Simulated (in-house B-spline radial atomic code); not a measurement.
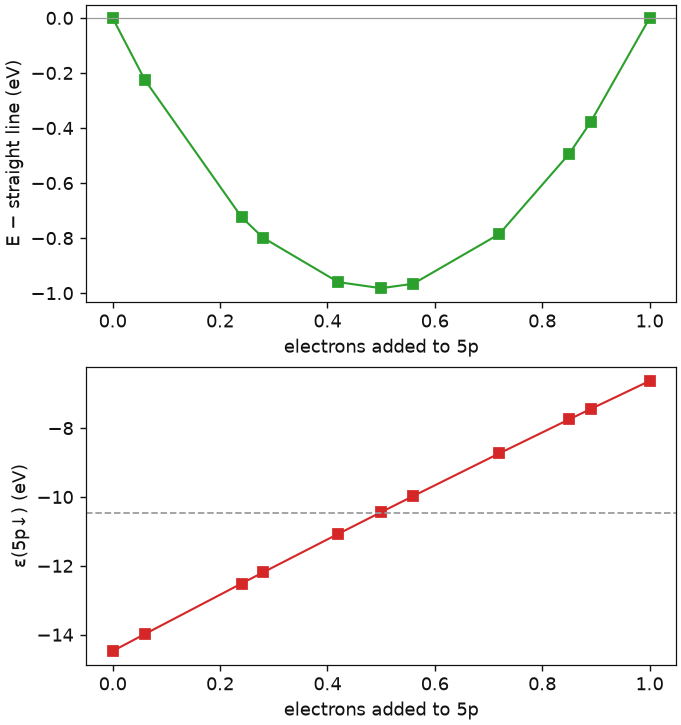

All numbers are computed, not measured: scalar-relativistic (spin-free one-electron X2C) BLYP, spin-polarised, spherical fractional occupations, Fermi nucleus, basis-set limit (an in-house B-spline radial code). The occupation of the 5p shell is varied from I⁺ ([Kr] 4d10 5s2 5p4 (high spin)) to I ([Kr] 4d10 5s2 5p5 (high spin)), with spherical fractional occupations. The plot shows the total energy less the straight line between the end points, and the eigenvalue of 5p↓ (the dashed line is minus the energy to take the whole electron out).

Describe the curve.

Answer. The curve is convex (below the straight line), with the largest deviation among the points computed, −0.98 eV, at 0.5. The end points differ by 10.5 eV, the energy to take the electron out. The eigenvalue, which is the slope of the energy (Janak's theorem), moves from −14.5 eV at 0 to −6.62 eV at 1; for a straight line it would stay constant, and a parabola would sag by an eighth of this change, scaled to a whole electron, 0.98 eV. Convexity is the mark of the delocalisation error, which puts fractional charges too low; for p, d and f shells the spherical spreading of the fraction adds to it.
